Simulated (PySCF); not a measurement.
# C5H7GaOS: magnetic properties

What do calculations give for the magnetic properties of C5H7GaOS (`C=CC1=[O+][GaH2-][S]C=C1`)?

Programs: PySCF 2.14.0, with routines of our own; each step states its level. All values are computed. Atoms count from 0.

### Step 1. The system as given

15 atoms, charge 0, multiplicity 1; geometry from: GFN2-xTB.

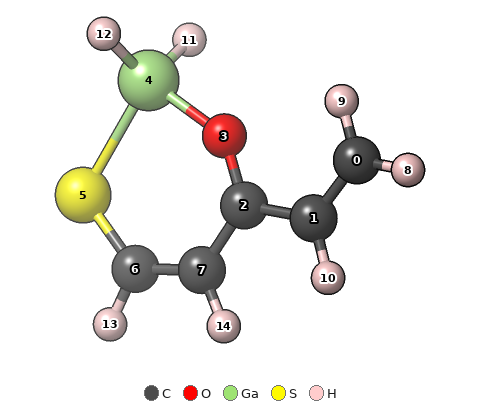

The starting geometry (carbon dark grey, oxygen red, gallium green, sulfur yellow, hydrogen pink); sticks join atoms by distance alone.

### Step 2. Magnetic properties: GIAO HF/pcSseg-1

Job settings and geometry (Å):

```
{"job": {"kind": "mag", "xc": "HF", "basis": "pcSseg-1", "isotopologues": 2}, "charge": 0, "multiplicity": 1}
C     -2.316883     1.329389    -0.464476
C     -1.823903     0.093939    -0.426590
C     -0.421816    -0.179097    -0.110820
O      0.356587     0.806638     0.137354
Ga     2.125132     1.177967     0.577425
S      2.708760    -1.125188     0.559371
C      1.285699    -1.955432     0.175329
C      0.010620    -1.515878    -0.095302
H     -3.348562     1.527177    -0.697391
H     -1.683672     2.178706    -0.260442
H     -2.444288    -0.767181    -0.628910
H      2.104793     1.778084     2.000865
H      2.723698     1.956056    -0.615870
H      1.449817    -3.026718     0.145385
H     -0.730394    -2.270471    -0.317841
```

Level: GIAO HF/pcSseg-1 magnetisability, rotational g tensor and spin-rotation constants, non-relativistic, gas phase.

Launch:

```sh
OMP_NUM_THREADS=1 python excited_run.py task.json out
```

The driver reads the jobs from task.json and runs them one after another.

The program printed:

```text
final grid: 129888 points
cycle   1  E = -2588.5868994570  dE =  1.294e+00  |g| = 8.539e-01  |ddm| = 3.756e+00
cycle   2  E = -2588.7025477843  dE = -1.156e-01  |g| = 5.707e-01  |ddm| = 1.126e+00
cycle   3  E = -2588.7587918086  dE = -5.624e-02  |g| = 9.607e-02  |ddm| = 5.428e-01
cycle   4  E = -2588.7619723957  dE = -3.181e-03  |g| = 3.415e-02  |ddm| = 1.630e-01
cycle   5  E = -2588.7622898833  dE = -3.175e-04  |g| = 9.112e-03  |ddm| = 4.571e-02
cycle   6  E = -2588.7623452915  dE = -5.541e-05  |g| = 4.095e-03  |ddm| = 1.921e-02
cycle   7  E = -2588.7623599776  dE = -1.469e-05  |g| = 1.725e-03  |ddm| = 1.038e-02
cycle   8  E = -2588.7623629355  dE = -2.958e-06  |g| = 4.829e-04  |ddm| = 5.214e-03
cycle   9  E = -2588.7623632820  dE = -3.465e-07  |g| = 2.166e-04  |ddm| = 1.795e-03
cycle  10  E = -2588.7623633464  dE = -6.440e-08  |g| = 9.547e-05  |ddm| = 8.828e-04
cycle  11  E = -2588.7623633588  dE = -1.241e-08  |g| = 4.365e-05  |ddm| = 3.399e-04
cycle  12  E = -2588.7623633615  dE = -2.690e-09  |g| = 1.501e-05  |ddm| = 1.896e-04
cycle  13  E = -2588.7623633617  dE = -2.356e-10  |g| = 5.002e-06  |ddm| = 5.109e-05
converged SCF energy = -2588.7623633617

Magnetisability tensor (1e-30 J/T^2)
    -1322.10       11.24       66.82
       11.24    -1205.67       27.96
       66.82       27.96    -1583.15
isotropic -1370.31   principal values   -1600.79  -1308.89  -1201.24
isotropic susceptibility -82.522 1e-6 cm^3/mol

Inertial axes            a          b          c
rot. const./GHz      1.8857     0.9558     0.6402
chi total           -78.779    -72.385    -96.402
chi diamagnetic    -740.690  -1333.828  -1913.034
chi paramagnetic    661.911   1261.443   1816.632
quadrupole/D A       10.877      2.815    -13.692
g nuclear            0.5490     0.5467     0.5433
g electronic        -0.5864    -0.5664    -0.5464
g total             -0.0374    -0.0197    -0.0030

Spin-rotation constants (kHz, H = +C I.J)
atom  isotope        aa         bb         cc
  4   69Ga        2.941      1.535      0.721
  8     1H        0.203     -0.106     -0.075
  9     1H       -0.070      0.045     -0.073
 10     1H       -0.046      0.022     -0.080
 11     1H       -0.140     -0.049     -0.001
 12     1H       -0.140     -0.048     -0.002
 13     1H       -0.176      0.121     -0.068
 14     1H       -0.054      0.026     -0.083
  0    13C*       0.982      0.352      0.065
  1    13C*       0.858      0.316      0.091
  2    13C*       1.043      0.467      0.114
  3    17O*      -0.765     -0.331      0.020
  5    33S*       0.584      0.335      0.097
  6    13C*       0.939      0.648      0.072
  7    13C*       0.568      0.383      0.080
* in the singly substituted isotopologue

Isotopologues: g along a, b, c
2H    at 8,9,10,11,12,1    -0.0333    -0.0181    -0.0029
13C   at 0                 -0.0372    -0.0193    -0.0030
```

Run time: 36 s. Hardware: 1 thread of Arm Neoverse V1, shared host; peak memory 0.92 GiB.

From this job:

| quantity | value |
| --- | --- |
| magnetisability | -1370·10⁻³⁰ J/T² |
| molar susceptibility | -82.5·10⁻⁶ cm³/mol |
| rotational g (a, b, c) | -0.0374, -0.0197, -0.0030 |

Orbitals, density, ELF and potential are computed afterwards from the orbital file.

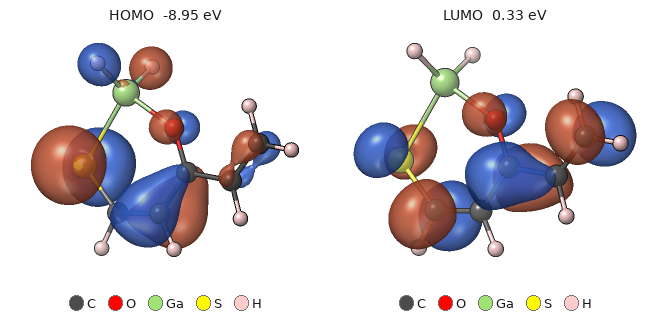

Frontier orbitals at HF/pcSseg-1; each surface holds 70 % of the orbital's density, blue and red mark the sign.

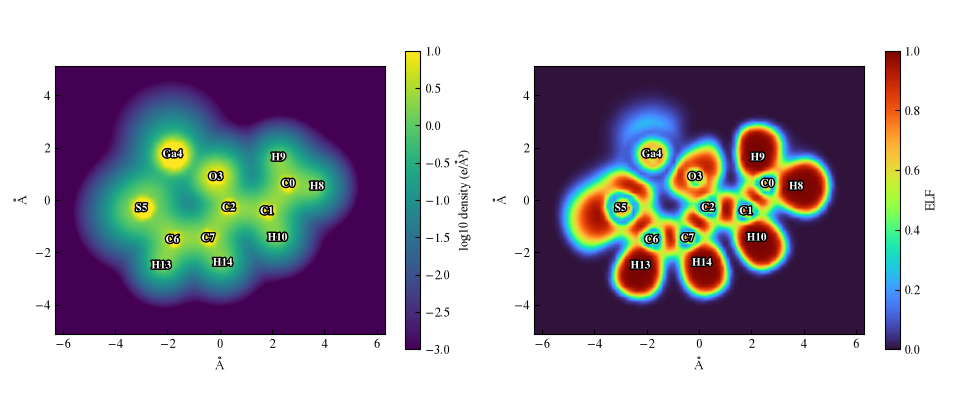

Density (left) and ELF (right) in a plane through or near 13 of the atoms.

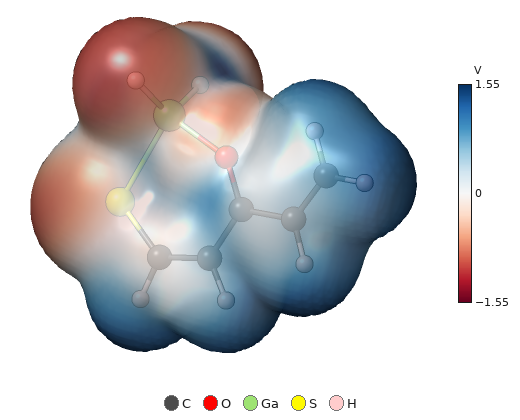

Electrostatic potential on the surface of density 0.002 e/bohr³; red is low, blue high. It runs, from the 1st to the 99th percentile, from -1.03 to 1.55 V.

### Step 3. Magnetic properties (C₅H₇GaOS+): wB97X/3-21G

The job, as its differences from that of step 2:

```diff
@@ -1,2 +1,2 @@
-{"job": {"kind": "mag", "xc": "HF", "basis": "pcSseg-1", "isotopologues": 2}, "charge": 0, "multiplicity": 1}
+{"job": {"kind": "mag", "xc": "wB97X", "basis": "3-21G", "scf": {"max_cycle": 89}}, "charge": 1, "multiplicity": 1}
 C     -2.316883     1.329389    -0.464476
```

Level: wB97X/3-21G.

The program printed:

```text
RuntimeError: Electron number 91 and spin 0 are not consistent
Note mol.spin = 2S = Nalpha - Nbeta, not 2S+1
```

Run time: 0.04 s. Hardware: 1 thread of Arm Neoverse V1, shared host.

**What went wrong.** Charge and multiplicity don't fit the number of electrons: an even count needs an odd multiplicity, and the reverse. The remedy is to mend the charge or the multiplicity.

### Step 4. Outcome

| quantity | value |
| --- | --- |
| magnetisability (step 2, GIAO HF/pcSseg-1) | -1370·10⁻³⁰ J/T² |
| molar susceptibility (step 2, GIAO HF/pcSseg-1) | -82.5·10⁻⁶ cm³/mol |
| rotational g (a, b, c) (step 2, GIAO HF/pcSseg-1) | -0.0374, -0.0197, -0.0030 |
| surface potential, 1st and 99th percentile | -1.03 V and 1.55 V |
| runs | 1 failed, 0 ended on unsound input |

Steps that list no spin-orbit terms leave them out, which matters at and beside the heavy atoms. The geometry comes from tight binding, which is rough for metal atoms, and these values hang on it. Vibrational averaging and real surroundings are missing from these values.
